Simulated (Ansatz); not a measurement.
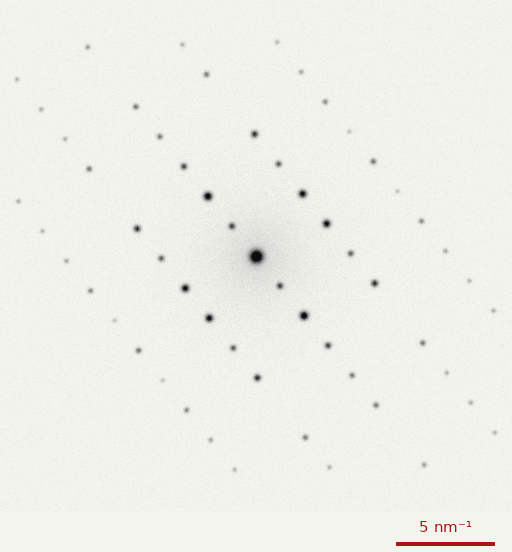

Computed electron diffraction pattern, 200 kV, single scattering only, B = 0.8 Å².

It belongs to P, space group Cmce (No. 64), a = 3.31 Å, b = 10.16 Å, c = 4.14 Å. Structure: the input geometry of an electronic-structure calculation (not necessarily at equilibrium).

```cif
data_structure
_symmetry_space_group_name_H-M 'Cmce'
_symmetry_Int_Tables_number 64
_cell_length_a 3.3071
_cell_length_b 10.1624
_cell_length_c 4.1400
_cell_angle_alpha 90.000
_cell_angle_beta 90.000
_cell_angle_gamma 90.000
_cell_volume 139.14
loop_
_atom_site_label
_atom_site_type_symbol
_atom_site_symmetry_multiplicity
_atom_site_Wyckoff_symbol
_atom_site_fract_x
_atom_site_fract_y
_atom_site_fract_z
_atom_site_occupancy
P1 P 8 f 0.00000 0.60646 0.57151 1
```

Question: Which low-index zone axis gives this pattern?

Answer: The spots form a centred rectangular net whose two shortest vectors correspond to d = 5.08 Å and 2.50 Å, 75.7° apart. They index as 0 2 0 and 1 1 -1, so the zone axis is ±[101] (or an equivalent direction of <101>).

Question: List the strongest reflections.

Answer: Strongest reflections with d > 0.82 Å, one of each family (|F|² from tabulated Gaussian fits of the electron scattering factors, times a small damping for the curvature of the Ewald sphere):

```
   hkl  d (Å)  I (strongest = 100)
 0 4 0  2.541                  100
1 1 -1  2.504                   61
1 5 -1  1.597                   28
 0 6 0  1.694                   18
 0 2 0  5.081                   17
1 3 -1  2.054                   11
```
